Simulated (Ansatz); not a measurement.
Breaking the N3–H4 bond in CdH3N (SMILES [NH2][CdH]) (multiplicity 1 held, fragments rigid). Energies count from the point at 1.013 Å.
Geometry at that point (charge 0, multiplicity 1):
```xyz
5

Cd    -0.193    -0.041    -0.227
H     -1.209    -0.236    -1.520
N      1.162     0.268     1.250
H      1.499    -0.576     1.699
H      0.850     0.890     1.987
```

Restricted levels (R-, RO-) in cc, def2 and unpolarised 6-31G sets keep to the state of the molecule at rest. U- levels take the lowest unrestricted solution at each point, which mixes spins at long bonds. Active spaces are followed from a long bond inwards. Curves can end on different states.

Cores are frozen in the correlated methods.

Programs: Ansatz (Gaussian orbitals). Values without a source in brackets are computed. In def2 rows elements past Kr take small-core potentials, without spin–orbit coupling.

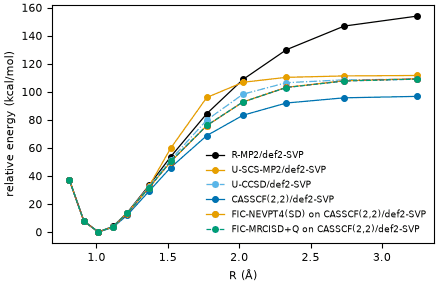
Relative energy along the coordinate

**Question.** Read off the CASSCF(2,2)/def2-SVP curve at R = 2.331.

**Answer.** about 92 kcal/mol

Doubts at one or more of the structures used: a restricted determinant that unrestricted orbitals would lower (R-MP2/def2-SVP); a spin-contaminated determinant (U-SCS-MP2/def2-SVP, U-CCSD/def2-SVP); T1 above 0.05 (U-CCSD/def2-SVP).

Ansatz is a program for electronic structure.
